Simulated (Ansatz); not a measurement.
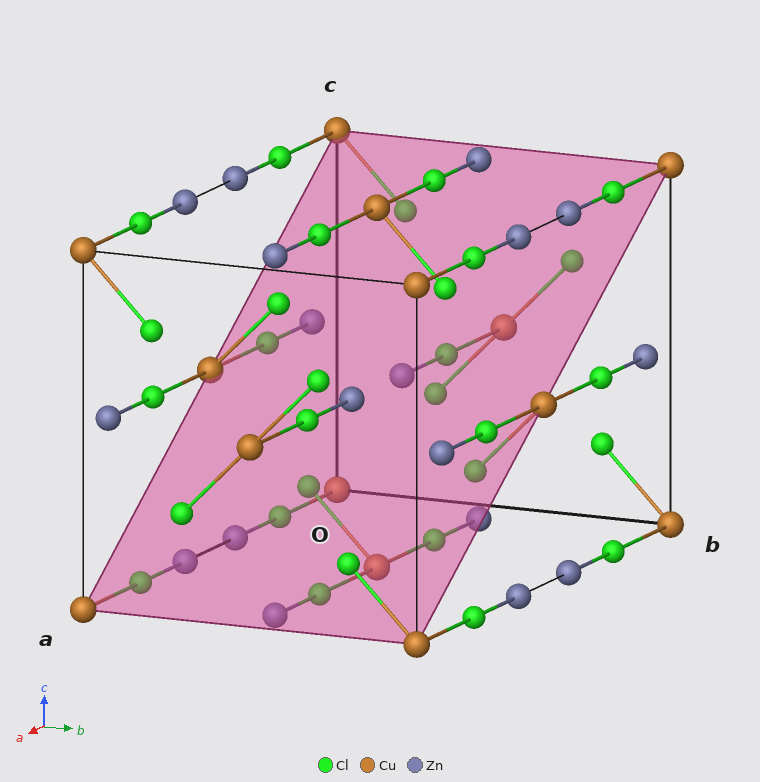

For Zn2CuCl4, coordinates from a relaxation with DFT, PAW plane waves, pbe (Ansatz 0.2.0); the starting structure was generated, so it need not be a known form of this composition: every member of one family of equally spaced planes, hx + ky + lz = a whole number, that cuts the unit cell is shaded (one member passes through the origin O, touching the cell only at an edge or corner). All values are computed from the atomic coordinates in the standard setting (tolerance 0.002 Å).

a = 12.232 Å, b = 7.555 Å, c = 7.557 Å, α = 90.00°, β = 90.00°, γ = 90.00°.

Which (hkl) family is drawn?

(1 0 1); the opposite sign names the same planes. The member next to the origin meets the axes a at 1, b never, c at 1.

What is the spacing?

d = 6.429 Å.

Which atoms of the cell lie in these planes (within 0.03 Å)?

2 of the 4 Cu.

The space group is No. 64, Cmce. How many reflections hkl are equivalent to this one (itself included), and does it occur?

4 reflections are equivalent in the Laue class mmm. The reflection is systematically absent, by the centring.
